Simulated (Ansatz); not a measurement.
# Work function of Au(110): what the settings cost and change, part 2 of 2

How thick a slab and how much vacuum does the work function of Au(110) need?

Ansatz 0.2.0; plane-wave DFT, PBE, Ansatz PAW.

So far, work function, upper face (eV): step 2 (slab, setting 1 layer) 6.28; step 4 (run, 3 atoms) 5.12; step 5 (run, 4 atoms) 4.98; step 6 (slab, 5 atoms) 4.96; step 7 (slab, 6 atoms) 4.98.

## 8. Run, 8 atoms

System of this step: Au(110). The cell holds 8 atoms: 8 Au. Cell: a = 4.080 Å, b = 2.885 Å, c = 28.097 Å, α = 90.0°, β = 90.0°, γ = 90.0°. Vacuum lies along c.

The input, input.yaml:

```yaml
crystal:
  lattice:
    - [4.08, 0.0, 0.0]
    - [0.0, 2.8849956672, 0.0]
    - [0.0, 0.0, 28.0974848353]
  atoms:
    - { symbol: Au, position: [0.5, 0.5, 0.320313368] }
    - { symbol: Au, position: [0.0, 0.0, 0.3716524057] }
    - { symbol: Au, position: [0.5, 0.5, 0.4229914434] }
    - { symbol: Au, position: [0.0, 0.0, 0.4743304811] }
    - { symbol: Au, position: [0.5, 0.5, 0.5256695189] }
    - { symbol: Au, position: [0.0, 0.0, 0.5770085566] }
    - { symbol: Au, position: [0.5, 0.5, 0.6283475943] }
    - { symbol: Au, position: [0.0, 0.0, 0.679686632] }
kpoints:
  mp_grid: { grid: [10, 14, 1] }
hamiltonian:
  xc: pbe
scf:
  occupations: { method: fermi_dirac, width: 0.1 }
  convergence: { dr2_threshold: 1.0e-09 }
efield:
  axis: 3
  dipole_correction: true
  ramp_position: 0.97
  ramp_width: 0.06
output:
  write_potential: true
  write_density: true
  volumetric_format: npy
```

Launch:

```sh
$ ansatz run input.yaml --threads 2 --pin off --max-ram 3072MiB --backend cpu --events-out ev --progress --plain --runs-dir out
```

Numbers of over 12 decimals in the logs are rounded to 6 here.

The program printed:

```text
[...]
Crystal: 8 atoms, lattice volume = 330.729 Å³
Basis set: ecut = 420 eV, 6481 PW (Γ)
Bands: 92, of which v1, the nominal top of the filled ones, is band 76 counted from 1 (75 counted from 0)
Symmetry: 4 space group operations
k-points: 48 of 140
[...]
k-point 0: bands = [... 72 lower, 3.6483, 3.8464, 3.9336, 3.9497, 5.0975, 6.7424, 7.4072, 8.5668, ... 12 higher]
  k-point 1: bands = [... 72 lower, 3.5830, 3.7800, 3.9225, 3.9661, 5.1692, 6.8543, 7.7839, 8.6928, ... 12 higher]
  k-point 2: bands = [... 72 lower, 3.5184, 3.8180, 3.9411, 4.0453, 5.3806, 7.1703, 8.7072, 9.0399, ... 12 higher]
  k-point 47: bands = [... 72 lower, 5.4994, 5.4994, 7.2154, 7.2154, 8.6634, 8.6634, 8.8089, 8.8089, ... 12 higher]
[key lines of the parts left out:]
SCF converged after 9 iterations
Free energy (F): -105193.139829 eV
Fermi energy:    5.532354 eV
Dipole field:    D = -0.000001 V/Å  (p = -0.000001 e·Å, saw-weighted, corrected)
Work function:   Φ+ = 4.9854 eV   Φ− = 4.9854 eV
```

Wall time 1.8 min (2 threads of Intel Xeon 6975P-C (Granite Rapids), shared host); peak memory 1.6 GiB; 3.5 min of CPU time.

The work function is 4.985 eV, +0.010 eV from the run “6 layers”, at 1.5 times its CPU time.

## 9. Slab, 10 atoms

System of this step: Au(110). The cell holds 10 atoms: 10 Au. Its edges and angles: a = 4.080 Å, b = 2.885 Å, c = 30.982 Å, α = 90.0°, β = 90.0°, γ = 90.0°. Vacuum lies along c.

input.yaml, the sections that differ from step 8:

```yaml
crystal:
  lattice:
    - [4.08, 0.0, 0.0]
    - [0.0, 2.8849956672, 0.0]
    - [0.0, 0.0, 30.9824805026]
  atoms:
    - { symbol: Au, position: [0.5, 0.5, 0.2904867478] }
    - { symbol: Au, position: [0.0, 0.0, 0.3370452483] }
    - { symbol: Au, position: [0.5, 0.5, 0.3836037488] }
    - { symbol: Au, position: [0.0, 0.0, 0.4301622493] }
    - { symbol: Au, position: [0.5, 0.5, 0.4767207498] }
    - { symbol: Au, position: [0.0, 0.0, 0.5232792502] }
    - { symbol: Au, position: [0.5, 0.5, 0.5698377507] }
    - { symbol: Au, position: [0.0, 0.0, 0.6163962512] }
    - { symbol: Au, position: [0.5, 0.5, 0.6629547517] }
    - { symbol: Au, position: [0.0, 0.0, 0.7095132522] }
# kpoints, hamiltonian, scf, efield, output: as in step 8
```

The program printed:

```text
[...]
Crystal: 10 atoms, lattice volume = 364.688 Å³
Basis set: ecut = 420 eV, 7127 PW (Γ)
Bands: 114, of which v1, the nominal top of the filled ones, is band 95 counted from 1 (94 counted from 0)
Symmetry: 4 space group operations
k-points: 48 of 140
[...]
k-point 0: bands = [... 91 lower, 5.1108, 5.2979, 5.3529, 5.5189, 6.5388, 7.8753, 8.5848, 9.3865, ... 15 higher]
  k-point 1: bands = [... 91 lower, 5.1381, 5.1800, 5.3459, 5.5496, 6.6043, 7.9792, 8.9865, 9.5131, ... 15 higher]
  k-point 2: bands = [... 91 lower, 5.0973, 5.3068, 5.3204, 5.6310, 6.7980, 8.2746, 9.8640, 9.9493, ... 15 higher]
  k-point 47: bands = [... 91 lower, 6.6921, 8.0444, 8.0444, 9.5781, 9.5781, 10.0439, 10.0439, 10.1115, ... 15 higher]
[key lines of the parts left out:]
SCF converged after 10 iterations
Free energy (F): -131491.763061 eV
Fermi energy:    6.942267 eV
Dipole field:    D = -0.000000 V/Å  (p = -0.000000 e·Å, saw-weighted, corrected)
Work function:   Φ+ = 4.9955 eV   Φ− = 4.9955 eV
```

It took 2.6 min on 2 threads; peak memory 2.1 GiB; 5.1 min of CPU time.

The work function is 4.996 eV, +0.010 eV from the run “8 layers”, at 1.5 times its CPU time.

## 10. Run, 13 atoms

System of this step: Au(110). The cell holds 13 atoms: 13 Au. Cell: a = 4.080 Å, b = 2.885 Å, c = 35.310 Å, α = 90.0°, β = 90.0°, γ = 90.0°. Vacuum lies along c.

input.yaml, the sections that differ from step 9:

```yaml
crystal:
  lattice:
    - [4.08, 0.0, 0.0]
    - [0.0, 2.8849956672, 0.0]
    - [0.0, 0.0, 35.3099740034]
  atoms:
    - { symbol: Au, position: [0.0, 0.0, 0.2548854893] }
    - { symbol: Au, position: [0.5, 0.5, 0.2957379077] }
    - { symbol: Au, position: [0.0, 0.0, 0.3365903262] }
    - { symbol: Au, position: [0.5, 0.5, 0.3774427446] }
    - { symbol: Au, position: [0.0, 0.0, 0.4182951631] }
    - { symbol: Au, position: [0.5, 0.5, 0.4591475815] }
    - { symbol: Au, position: [0.0, 0.0, 0.5] }
    - { symbol: Au, position: [0.5, 0.5, 0.5408524185] }
    - { symbol: Au, position: [0.0, 0.0, 0.5817048369] }
    - { symbol: Au, position: [0.5, 0.5, 0.6225572554] }
    - { symbol: Au, position: [0.0, 0.0, 0.6634096738] }
    - { symbol: Au, position: [0.5, 0.5, 0.7042620923] }
    - { symbol: Au, position: [0.0, 0.0, 0.7451145107] }
# kpoints, hamiltonian, scf, efield, output: as in step 9
```

The program printed:

```text
[...]
Crystal: 13 atoms, lattice volume = 415.626 Å³
Basis set: ecut = 420 eV, 8135 PW (Γ)
Bands: 149, of which v1, the nominal top of the filled ones, is band 124 counted from 1 (123 counted from 0)
Symmetry: 4 space group operations
k-points: 48 of 140
[...]
k-point 1: bands = [... 120 lower, 6.9651, 7.0466, 7.0760, 7.8647, 8.8348, 9.9961, 10.5088, 11.2173, ... 21 higher]
  k-point 2: bands = [... 120 lower, 6.9840, 7.0417, 7.1248, 7.9922, 9.0596, 10.3011, 11.5122, 11.5724, ... 21 higher]
  k-point 47: bands = [... 120 lower, 9.2439, 10.3011, 10.4259, 11.5107, 11.6881, 11.7311, 11.7388, 11.7395, ... 21 higher]
[key lines of the parts left out:]
SCF converged after 9 iterations
Free energy (F): -170939.678111 eV
Fermi energy:    8.681495 eV
Dipole field:    D = 0.000000 V/Å  (p = 0.000000 e·Å, saw-weighted, corrected)
Work function:   Φ+ = 4.9320 eV   Φ− = 4.9320 eV
```

Wall time 4.4 min (2 threads); peak memory 3 GiB; 8.7 min of CPU time.

The work function is 4.932 eV, -0.064 eV from the run “10 layers”, at 1.7 times its CPU time.

## 11. Run, 7 atoms

System of this step: Au(110). The cell holds 7 atoms: 7 Au. Its edges and angles: a = 4.080 Å, b = 2.885 Å, c = 18.655 Å, α = 90.0°, β = 90.0°, γ = 90.0°. Vacuum lies along c.

input.yaml, the sections that differ from step 10:

```yaml
crystal:
  lattice:
    - [4.08, 0.0, 0.0]
    - [0.0, 2.8849956672, 0.0]
    - [0.0, 0.0, 18.6549870017]
  atoms:
    - { symbol: Au, position: [0.0, 0.0, 0.268024845] }
    - { symbol: Au, position: [0.5, 0.5, 0.3453498967] }
    - { symbol: Au, position: [0.0, 0.0, 0.4226749483] }
    - { symbol: Au, position: [0.5, 0.5, 0.5] }
    - { symbol: Au, position: [0.0, 0.0, 0.5773250517] }
    - { symbol: Au, position: [0.5, 0.5, 0.6546501033] }
    - { symbol: Au, position: [0.0, 0.0, 0.731975155] }
# kpoints, hamiltonian, scf, efield, output: as in step 10
```

The program printed:

```text
[...]
Crystal: 7 atoms, lattice volume = 219.584 Å³
Basis set: ecut = 420 eV, 4287 PW (Γ)
Bands: 80, of which v1, the nominal top of the filled ones, is band 67 counted from 1 (66 counted from 0)
Symmetry: 4 space group operations
k-points: 48 of 140
[...]
k-point 1: bands = [... 63 lower, 6.8370, 7.1375, 7.2480, 7.7808, 9.3780, 11.2772, 11.4467, 13.0459, ... 9 higher]
  k-point 2: bands = [... 63 lower, 6.8496, 7.0952, 7.2943, 7.9233, 9.6665, 11.7920, 12.1747, 13.3429, ... 9 higher]
  k-point 47: bands = [... 63 lower, 8.9374, 9.0554, 10.8502, 11.0903, 12.0293, 12.0444, 12.1907, 12.3057, ... 9 higher]
[key lines of the parts left out:]
SCF converged after 9 iterations
Free energy (F): -92043.854086 eV
Fermi energy:    8.897261 eV
Dipole field:    D = -0.000000 V/Å  (p = -0.000000 e·Å, saw-weighted, corrected)
Work function:   Φ+ = 4.9399 eV   Φ− = 4.9404 eV
```

Wall time 50 s (2 threads); peak memory 1.1 GiB; 98 s of CPU time.

The work function is 4.940 eV.

Between step 2 and this run (7 atoms) the value for the work function, upper face moves from 6.28 eV to 4.94 eV (-21 %).

## 12. Run, 7 atoms (run 2)

The cell differs from the one that the last finished run ended in (c 18.655 → 22.655 Å).

input.yaml, the sections that differ from step 11:

```yaml
crystal:
  lattice:
    - [4.08, 0.0, 0.0]
    - [0.0, 2.8849956672, 0.0]
    - [0.0, 0.0, 22.6549870017]
  atoms:
    - { symbol: Au, position: [0.0, 0.0, 0.3089827418] }
    - { symbol: Au, position: [0.5, 0.5, 0.3726551612] }
    - { symbol: Au, position: [0.0, 0.0, 0.4363275806] }
    - { symbol: Au, position: [0.5, 0.5, 0.5] }
    - { symbol: Au, position: [0.0, 0.0, 0.5636724194] }
    - { symbol: Au, position: [0.5, 0.5, 0.6273448388] }
    - { symbol: Au, position: [0.0, 0.0, 0.6910172582] }
# kpoints, hamiltonian, scf, efield, output: as in step 11
```

The program printed:

```text
[...]
Crystal: 7 atoms, lattice volume = 266.667 Å³
Basis set: ecut = 420 eV, 5219 PW (Γ)
Bands: 80, of which v1, the nominal top of the filled ones, is band 67 counted from 1 (66 counted from 0)
Symmetry: 4 space group operations
k-points: 48 of 140
[...]
k-point 0: bands = [... 63 lower, 4.5107, 4.7109, 4.8549, 5.2864, 6.8348, 8.4714, 8.8642, 10.5753, ... 9 higher]
  k-point 1: bands = [... 63 lower, 4.3925, 4.6931, 4.8035, 5.3360, 6.9356, 8.8327, 8.9880, 10.6968, ... 9 higher]
  k-point 2: bands = [... 63 lower, 4.4053, 4.6507, 4.8499, 5.4785, 7.2242, 9.3320, 9.7302, 10.9881, ... 9 higher]
  k-point 47: bands = [... 63 lower, 6.4930, 6.6110, 8.4058, 8.6458, 9.5848, 9.5999, 9.7462, 9.8612, ... 9 higher]
[key lines of the parts left out:]
SCF converged after 9 iterations
Free energy (F): -92043.854355 eV
Fermi energy:    6.452794 eV
Dipole field:    D = 0.000000 V/Å  (p = 0.000000 e·Å, saw-weighted, corrected)
Work function:   Φ+ = 4.9439 eV   Φ− = 4.9439 eV
```

The job ended after 63 s (2 threads; peak memory 1.2 GiB; 2.1 min of CPU time).

The work function is 4.944 eV, +0.004 eV from the run “7 layers, 10 Å of vacuum”, at 1.3 times its CPU time.

## 13. Run, 7 atoms (run 3)

The cell differs from the one that the last finished run ended in (c 22.655 → 34.655 Å).

input.yaml, the sections that differ from step 12:

```yaml
crystal:
  lattice:
    - [4.08, 0.0, 0.0]
    - [0.0, 2.8849956672, 0.0]
    - [0.0, 0.0, 34.6549870017]
  atoms:
    - { symbol: Au, position: [0.0, 0.0, 0.3751263851] }
    - { symbol: Au, position: [0.5, 0.5, 0.4167509234] }
    - { symbol: Au, position: [0.0, 0.0, 0.4583754617] }
    - { symbol: Au, position: [0.5, 0.5, 0.5] }
    - { symbol: Au, position: [0.0, 0.0, 0.5416245383] }
    - { symbol: Au, position: [0.5, 0.5, 0.5832490766] }
    - { symbol: Au, position: [0.0, 0.0, 0.6248736149] }
# kpoints, hamiltonian, scf, efield, output: as in step 12
```

The program printed:

```text
[...]
Crystal: 7 atoms, lattice volume = 407.916 Å³
Basis set: ecut = 420 eV, 7995 PW (Γ)
Bands: 80, of which v1, the nominal top of the filled ones, is band 67 counted from 1 (66 counted from 0)
Symmetry: 4 space group operations
k-points: 48 of 140
[...]
k-point 0: bands = [... 63 lower, 0.5644, 0.7646, 0.9085, 1.3401, 2.8885, 4.5251, 4.9174, 6.6290, ... 9 higher]
  k-point 1: bands = [... 63 lower, 0.4462, 0.7468, 0.8572, 1.3897, 2.9894, 4.8864, 5.0412, 6.7795, ... 9 higher]
  k-point 2: bands = [... 63 lower, 0.4589, 0.7044, 0.9035, 1.5322, 3.2780, 5.3852, 5.7839, 7.0689, ... 9 higher]
  k-point 47: bands = [... 63 lower, 2.5467, 2.6647, 4.4595, 4.6995, 5.6385, 5.6536, 5.7999, 5.9149, ... 9 higher]
[key lines of the parts left out:]
SCF converged after 9 iterations
Free energy (F): -92043.854260 eV
Fermi energy:    2.506471 eV
Dipole field:    D = 0.000000 V/Å  (p = 0.000000 e·Å, saw-weighted, corrected)
Work function:   Φ+ = 4.9439 eV   Φ− = 4.9439 eV
```

It took 97 s on 2 threads; peak memory 1.8 GiB.

The work function is 4.944 eV, -0.000 eV from the run “7 layers, 14 Å of vacuum”, at 1.5 times its CPU time.

## 14. Comparing the runs

Times are for 2 threads of Intel Xeon 6975P-C (Granite Rapids), shared host. The series side by side:

| no. | setting | work function, upper face (eV) | time | memory (GiB) |
| --- | --- | --- | --- | --- |
| 1 | 1 layer | 6.278 | 9.5 s | 0.56 |
| 2 | 2 layers | 5.030 | 18 s | 0.61 |
| 3 | 3 layers | 5.121 | 27 s | 0.7 |
| 4 | 4 layers | 4.979 | 40 s | 0.84 |
| 5 | 5 layers | 4.965 | 55 s | 1.0 |
| 6 | 6 layers | 4.975 | 72 s | 1.2 |
| 7 | 8 layers | 4.985 | 1.8 min | 1.6 |
| 8 | 10 layers | 4.996 | 2.6 min | 2.1 |
| 9 | 13 layers | 4.932 | 4.4 min | 3.0 |
| 10 | 7 layers, 10 Å of vacuum | 4.940 | 50 s | 1.1 |
| 11 | 7 layers, 14 Å of vacuum | 4.944 | 63 s | 1.2 |
| 12 | 7 layers, 26 Å of vacuum | 4.944 | 97 s | 1.8 |

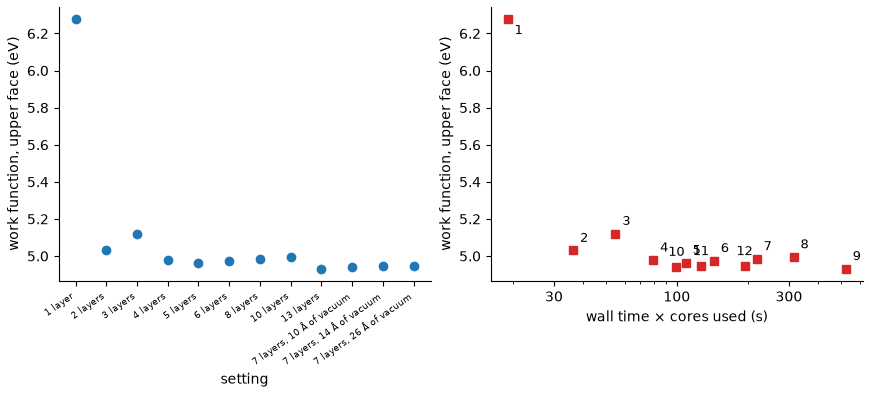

The series as plots; the last panel sets the first result against cost, with the runs numbered as in the table.

## 15. Varying the input

System of this step: Au(110) monolayer. The cell holds 1 atom: 1 Au. Its edges and angles: a = 4.080 Å, b = 2.885 Å, c = 18.000 Å, α = 90.0°, β = 90.0°, γ = 90.0°. Vacuum lies along c.

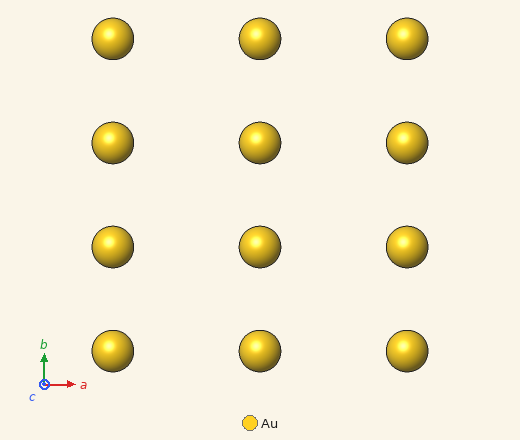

The cell of this step (gold yellow). 3×4×1 cells are drawn.

An input spoilt on purpose, to show how the run answers: it repeats the earlier run “1 layer” with kpoints.mp_grid.kspacing to 0.3, and scf.max_iter set to 75; its output block differs too.

input.yaml, the sections that differ from step 13:

```yaml
crystal:
  lattice:
    - [4.08, 0.0, 0.0]
    - [0.0, 2.8849956672, 0.0]
    - [0.0, 0.0, 18.0]
  atoms:
    - { symbol: Au, position: [0.5, 0.5, 0.5] }
kpoints:
  mp_grid: { grid: [10, 14, 1], kspacing: 0.3 }
scf:
  occupations: { method: fermi_dirac, width: 0.1 }
  convergence: { dr2_threshold: 1.0e-09 }
  max_iter: 75
# hamiltonian, efield, output: as in step 13
```

The program printed:

```text
Error: invalid value for `kpoints.mp_grid.kspacing`: mutually exclusive with `grid` — set one or the other
```

It took 0.06 s on 2 threads; peak memory 0.09 GiB.

The program refused the input before any cycle.

The program's message: “Error: invalid value for `kpoints.mp_grid.kspacing`: mutually exclusive with `grid` — set one or the other”

The fault put into the input: a mesh and a spacing both set.

## 16. Results

| Item | Value |
| --- | --- |
| work function, 1 layer | 6.278 eV |
| work function, 6 layers | 4.975 eV |
| work function, 13 layers | 4.932 eV |

In words: The thickest slab gives 4.93 eV, and the settings tried spread the value from 4.93 to 6.28 eV. The 13- and 10-layer slabs differ by 0.05 eV or more, so the series is not shown to have settled. Going from 10 to 26 Å of vacuum moves it by 0.004 eV. A compiled measured value is 5.16 eV (arxiv:1902.07811, 2019), but the real face reconstructs and these slabs don't, so it is no test of the method. The ladder's slabs use the tabulated experimental lattice constant (two decimals; a low-temperature value for the alkali metals). In 1 run of the series (7 layers, 10 Å of vacuum) the program warns that electrons reach the sawtooth's ramp, which makes dipole and work function less sure.

[Logs are printed without paths, hosts, clocks, repeated set-up lines and the standing remarks that a program may print on its own settings, such as how far it seeks lower states.]

[Hosts, paths, dates, database ids (printed as entryN), source tags and the programs' standing remarks are cut or masked in the printed files.]

[Maps of the electrostatic potential energy from Ansatz leave out the sawtooth potential of an applied field or a dipole correction, so their vacuum need not be flat; planar profiles and work functions include it.]
